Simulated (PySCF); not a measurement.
# [GeF3]− (SMILES [F][Ge-]([F])[F]): SVWN5/def2-SVP

Aim: the vertical ionisation energy of [GeF3]− at SVWN5/def2-SVP, from 2 runs. 

The calculation is run with PySCF 2.14.0.

## (1) The molecule

[GeF3]−: 4 atoms, total charge -1, spin state singlet. SMILES: `[F][Ge-]([F])[F]`. The shape comes from GFN2-xTB, which is rough for such elements, and wasn't checked as a minimum.

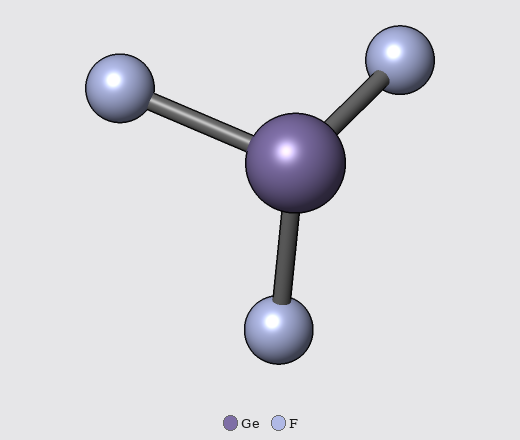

Viewed from a chosen angle; germanium purple, fluorine light blue.

## (2) The energy at SVWN5/def2-SVP

input.py

```python
from pyscf import gto, dft

system = gto.Mole()
system.atom = [
    ('Ge', (-0.007690, 0.004630, 0.667770)),
    ('F', (1.806220, -0.034700, -0.209550)),
    ('F', (-0.868040, 1.590930, -0.240550)),
    ('F', (-0.930480, -1.560860, -0.217670)),
]
system.basis = 'def2-svp'
system.verbose = 4
system.charge = -1
system.spin = 0
system.max_memory = 1860
system.build()

ks = dft.RKS(system, xc='svwn')
ks.conv_tol = 1e-10
ks.grids.level = 3
ks.kernel()
if not ks.converged:
    ks = ks.newton().run(ks.mo_coeff, ks.mo_occ)

e_tot = ks.e_tot
print(f'total energy: {e_tot:.8f} hartree')
```

The run is started by

```console
$ OMP_NUM_THREADS=1 python input.py
```

What it wrote:

```text
PySCF version 2.14.0

[INPUT] num. atoms = 4
[INPUT] num. electrons = 60
[INPUT] charge = -1
[INPUT] spin (= nelec alpha-beta = 2S) = 0
[INPUT] symmetry False subgroup None
[INPUT] Mole.unit = angstrom
[INPUT] Symbol           X                Y                Z      unit          X                Y                Z       unit  Magmom
[INPUT]  1 Ge    -0.007690000000   0.004630000000   0.667770000000 AA   -0.014531993898   0.008749431957   1.261902414201 Bohr   0.0
[INPUT]  2 F      1.806220000000  -0.034700000000  -0.209550000000 AA    3.413261120712  -0.065573496522  -0.395992109403 Bohr   0.0
[INPUT]  3 F     -0.868040000000   1.590930000000  -0.240550000000 AA   -1.640357865167   3.006421983354  -0.454573619264 Bohr   0.0
[INPUT]  4 F     -0.930480000000  -1.560860000000  -0.217670000000 AA   -1.758352364385  -2.949597918789  -0.411336685534 Bohr   0.0

nuclear repulsion = 267.422101533384
number of shells = 30
number of NR pGTOs = 146
number of NR cGTOs = 74
basis = def2-svp
ecp = {}

******** <class 'pyscf.dft.rks.RKS'> ********
method = RKS
initial guess = minao
damping factor = 0
level_shift factor = 0
DIIS = <class 'pyscf.scf.diis.CDIIS'>
diis_start_cycle = 1
diis_space = 8
diis_damp = 0
SCF conv_tol = 1e-10
SCF conv_tol_grad = None
SCF max_cycles = 50
direct_scf = True
direct_scf_tol = 1e-13
XC library pyscf.dft.libxc version 7.0.0
    S. Lehtola, C. Steigemann, M. J.T. Oliveira, and M. A.L. Marques.,  SoftwareX 7, 1–5 (2018)
XC functionals = svwn
    P. A. M. Dirac.,  Math. Proc. Cambridge Philos. Soc. 26, 376 (1930)
    F. Bloch.,  Z. Phys. 57, 545 (1929)
    S. H. Vosko, L. Wilk, and M. Nusair.,  Can. J. Phys. 58, 1200 (1980)
radial grids:
    Treutler-Ahlrichs [JCP 102, 346 (1995); DOI:10.1063/1.469408] (M4) radial grids

becke partition: Becke, JCP 88, 2547 (1988); DOI:10.1063/1.454033
pruning grids: <function nwchem_prune>
grids dens level: 3
symmetrized grids: False
atomic radii adjust function: <function treutler_atomic_radii_adjust>
small_rho_cutoff = 0
Set gradient conv threshold to 1e-05
Initial guess from minao.
tot grids = 63432
init E= -2370.16432923669
  HOMO = -0.293730374860966  LUMO = -0.0718061226648623  gap/eV = 6.03887
cycle= 1 E= -2370.82052498856  delta_E= -0.656  |g|= 1.34  |ddm|= 1.61
  HOMO = 0.14272860677936  LUMO = 0.22003195187518  gap/eV = 2.10353
cycle= 2 E= -2367.95133599069  delta_E= 2.87  |g|= 4.01  |ddm|= 3.48
  HOMO = -0.00392683754872092  LUMO = 0.18631898637911  gap/eV = 5.17685
cycle= 3 E= -2371.12787462234  delta_E= -3.18  |g|= 0.168  |ddm|= 2.93
  HOMO = -0.0247264591383232  LUMO = 0.162866205325837  gap/eV = 5.10466
cycle= 4 E= -2371.13085730021  delta_E= -0.00298  |g|= 0.155  |ddm|= 0.342
  HOMO = -0.0255418079191498  LUMO = 0.162368129396826  gap/eV = 5.11329
cycle= 5 E= -2371.13468231991  delta_E= -0.00383  |g|= 0.0744  |ddm|= 0.124
  HOMO = -0.0244136311403036  LUMO = 0.164171970152216  gap/eV = 5.13168
cycle= 6 E= -2371.13570504986  delta_E= -0.00102  |g|= 0.0237  |ddm|= 0.0641
  HOMO = -0.0235149792735121  LUMO = 0.165262200916045  gap/eV = 5.13689
cycle= 7 E= -2371.13580826652  delta_E= -0.000103  |g|= 0.00519  |ddm|= 0.0204
  HOMO = -0.0238110369566007  LUMO = 0.165080654286056  gap/eV = 5.14000
cycle= 8 E= -2371.13581325701  delta_E= -4.99e-06  |g|= 0.000592  |ddm|= 0.00336
  HOMO = -0.0238082699110391  LUMO = 0.165077044373702  gap/eV = 5.13983
cycle= 9 E= -2371.1358133023  delta_E= -4.53e-08  |g|= 0.000406  |ddm|= 0.000638
  HOMO = -0.0238047190590285  LUMO = 0.165077951675778  gap/eV = 5.13976
cycle= 10 E= -2371.13581333316  delta_E= -3.09e-08  |g|= 6.68e-05  |ddm|= 0.000366
  HOMO = -0.0238042784362169  LUMO = 0.165081976248088  gap/eV = 5.13986
cycle= 11 E= -2371.13581333459  delta_E= -1.43e-09  |g|= 5.18e-06  |ddm|= 9.95e-05
  HOMO = -0.0238042083167218  LUMO = 0.165081845777208  gap/eV = 5.13985
cycle= 12 E= -2371.1358133346  delta_E= -1.09e-11  |g|= 7.22e-07  |ddm|= 4.67e-06
  HOMO = -0.0238042859070875  LUMO = 0.165081791044248  gap/eV = 5.13985
Extra cycle  E= -2371.13581333458  delta_E= 2e-11  |g|= 1.74e-06  |ddm|= 2.19e-06
converged SCF energy = -2371.13581333458
total energy: -2371.13581333 hartree
```

Wall time 3.3 s (1 thread of Arm Neoverse V1, shared host); peak memory 0.22 GiB.

## (3) Doublet neutral GeF3

input.py

```python
from pyscf import gto, dft

mol = gto.M(
    atom='''
Ge    -0.014532     0.008749     1.261902
F      3.413261    -0.065573    -0.395992
F     -1.640358     3.006422    -0.454574
F     -1.758352    -2.949598    -0.411337
''',
    max_memory=1860,
    basis='def2-svp',
    verbose=4,
    spin=1,
    unit='bohr',
)

ks = dft.UKS(mol, xc='svwn')
ks.conv_tol = 1e-10
ks.grids.level = 3
ks.kernel()
if not ks.converged:
    ks = ks.newton().run(ks.mo_coeff, ks.mo_occ)

energy = ks.e_tot
print('E = %.10f Eh' % energy)
```

The run is started by

```console
$ OMP_NUM_THREADS=1 python input.py
```

What it wrote:

```text
PySCF version 2.14.0

[INPUT] num. atoms = 4
[INPUT] num. electrons = 59
[INPUT] charge = 0
[INPUT] spin (= nelec alpha-beta = 2S) = 1
[INPUT] symmetry False subgroup None
[INPUT] Mole.unit = bohr
[INPUT] Symbol           X                Y                Z      unit          X                Y                Z       unit  Magmom
[INPUT]  1 Ge    -0.007690003229   0.004629771418   0.667769780814 AA   -0.014532000000   0.008749000000   1.261902000000 Bohr   0.0
[INPUT]  2 F      1.806219936122  -0.034699737252  -0.209549942107 AA    3.413261000000  -0.065573000000  -0.395992000000 Bohr   0.0
[INPUT]  3 F     -0.868040071350   1.590930008809  -0.240550201477 AA   -1.640358000000   3.006422000000  -0.454574000000 Bohr   0.0
[INPUT]  4 F     -0.930479807176  -1.560860042975  -0.217670166408 AA   -1.758352000000  -2.949598000000  -0.411337000000 Bohr   0.0

nuclear repulsion = 267.422110945297
number of shells = 30
number of NR pGTOs = 146
number of NR cGTOs = 74
basis = def2-svp
ecp = {}

[... 93 lines left out ...]
converged SCF energy = -2370.98043966055  <S^2> = 0.7518424  2S+1 = 2.0018416
E = -2370.9804396605 Eh
```

Wall time 5.7 s (1 thread of Arm Neoverse V1, shared host); peak memory 0.22 GiB.

## (4) Summary of results

At SVWN5/def2-SVP:

| quantity | value |
| --- | --- |
| singlet [GeF3]−: total energy | -2371.13581 Eh |
| singlet [GeF3]−: HOMO energy | -0.65 eV |
| singlet [GeF3]−: LUMO energy | 4.49 eV |
| singlet [GeF3]−: HOMO–LUMO gap (to an unbound level, set by the basis) | 5.14 eV |
| doublet neutral GeF3: total energy | -2370.98044 Eh |
| doublet neutral GeF3: dipole moment | 3.16 D |
| doublet neutral GeF3: HOMO energy (highest over α and β) | -8.58 eV |
| doublet neutral GeF3: LUMO energy (lowest over α and β) | -7.83 eV |
| doublet neutral GeF3: ⟨S²⟩ | 0.752 |
| vertical detachment energy (to the doublet neutral) | 4.228 eV |

In words: The vertical ionisation energy comes to 4.23 eV (97 kcal/mol). −ε(HOMO) before ionisation, 0.65 eV, is 3.58 eV below this ionisation energy. Mulliken charges (singlet [GeF3]−) run from -0.47 on F4 to +0.41 on Ge1. Mulliken charges (doublet neutral GeF3) run from -0.29 on F2 to +0.88 on Ge1; they depend strongly on the basis.
